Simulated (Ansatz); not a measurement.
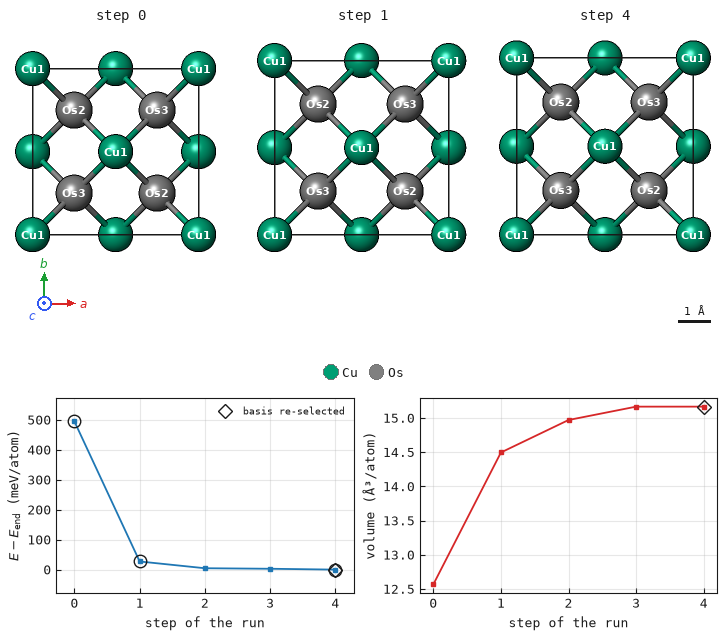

Frames of a relaxation of solid CuOs₂ (a generated structure, set up in Fm-3m) (coarse preliminary run), marked on the history of the run. A ball-and-stick model of the conventional cell (4 times the calculation's cell), seen along the c axis. Lengths and directions refer to the drawn axes.

The calculation used DFT PBE, scalar-relativistic, plane waves, PAW (Ansatz). Settings: plane-wave cutoff 420 eV; k-point mesh 6 × 6 × 6; occupations gaussian; smearing width 0.1 eV; no spin polarisation; cell and atoms relaxed; force threshold 0.04 eV/Å; at most 70 steps.

### What happens along the run?

No atom moves by more than 0.005 Å relative to the cell. Cell: a = b = c 5.323 → 5.667 Å (+6.5 %). Volume +20.7 %. Among the contacts that change: Os2–Os3 2.661 → 2.833 Å, Cu1–Os2 2.305 → 2.454 Å. The space group stays Fm-3m (No. 225). After 3 accepted moves (4 points after the start) the energy has fallen by 495 meV per atom. All forces vanish by symmetry, so only the cell relaxes. Pressure: 72.80 GPa at the start and 0.24 GPa at the end. The SCF was repeated once at an unchanged geometry on a basis and grid sized afresh for the cell, which shifted the energy by 2.9 meV per atom at most. Cost: 3.7 s on 1 thread of Intel(R) Xeon(R) 6975P-C (Granite Rapids), on a shared host, peak memory 0.42 GiB. From step 0 to 1: volume +15.3 %, energy −467 meV per atom. From step 1 to 4: volume +4.6 %, energy −27.2 meV per atom.

```
step  E − E(0), meV/atom  pressure, GPa  volume, Å³/atom                      note
   0                0.00          72.80           12.567                          
   1             -467.43          12.48           14.496                          
   2             -490.00           3.24           14.971                          
   3             -491.75          -0.13           15.166                          
   4             -494.62           0.24           15.166  same geometry, new basis
```
